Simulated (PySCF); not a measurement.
```tsv
atom	x (Å)	y (Å)	z (Å)
C	2.1765	0.0942	-0.5300
C	0.9228	-0.2596	0.2267
C	-0.0112	-1.1679	-0.3727
C	-1.3672	-1.1123	0.2456
C	-1.8207	0.3498	0.2018
S	-0.2305	1.2863	0.3563
O	-0.0800	2.1364	-0.7950
O	-0.1416	1.9059	1.6539
H	2.7122	0.8880	-0.0155
H	2.8296	-0.7726	-0.6159
H	1.9186	0.4458	-1.5261
H	1.0966	-0.4293	1.2909
H	0.0890	-1.4414	-1.4095
H	-2.0751	-1.7580	-0.2740
H	-1.3113	-1.4279	1.2921
H	-2.4697	0.6446	1.0184
H	-2.2449	0.6301	-0.7568
```

Geometry: GFN2-xTB.

These are results of UKS B3LYP, pcH-1 on C H O S, non-relativistic, mean-field spin-orbit, GIAO (PySCF 2.14.0, density-fitted response routines), not measurements.

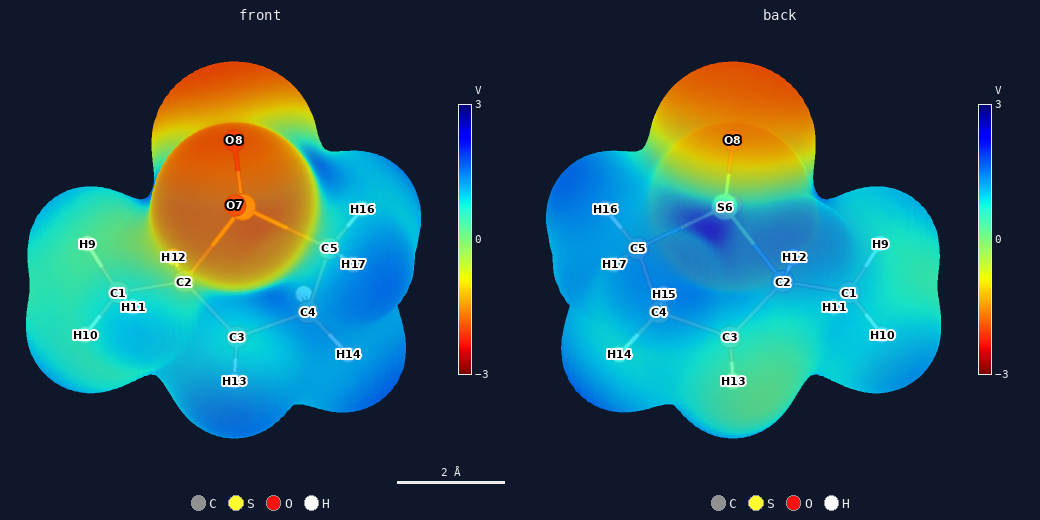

C5H9O2S (doublet). The electrostatic potential painted on the density surface at 0.004 e/bohr³, seen from the front and from behind; the colour scale runs from red (negative) to blue (positive).

### Describe the electrostatic potential map.

The most negative region (about −2.0 V) lies over O7 and O8, the most positive (about +1.8 V) over C2, C4, C5 and S6.
